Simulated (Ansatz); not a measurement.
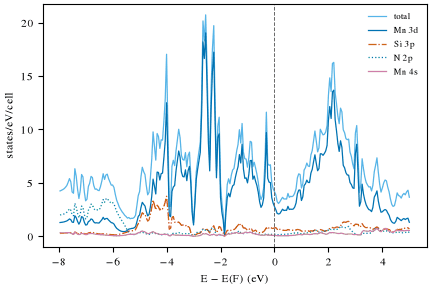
*Total and projected density of states of Mn$_{3}$SiN in space group R-3m (No. 166; Si on 3a, N on 3b, Mn on 9e), r²SCAN (plane waves, PAW; program Ansatz)*

Which orbitals carry the states next to the Fermi level?

Within 0.5 eV of the Fermi level: Mn 3d 74 %, Si 3p 13 %, outside the projected shells 5 %. Projections are on Löwdin-orthogonalised atomic valence shells; empty p or d shells of many metals are not among them.

Where is the tallest occupied peak in this window, and what makes it?

Near -2.5 eV, about 21 states/eV per cell; the largest projected share is Mn 3d.

The start of the workflow was typed in or built on a structure type; neither database checked (COD, Materials Project) lists it. Its standing as an ambient phase is unchecked. The r²SCAN relaxation kept the symmetry of its start, as lowered by the spin order; its stability against distortions is not shown here. The final state is antiferromagnetic, chosen from 4 collinear starts compared on coarse meshes (ties went to the first, and starts can fall back to one state), not a proven ground state. Other orbital occupations within this spin state were not tried. No Hubbard U is applied.

Potentials: the later of the program's two PAW sets.
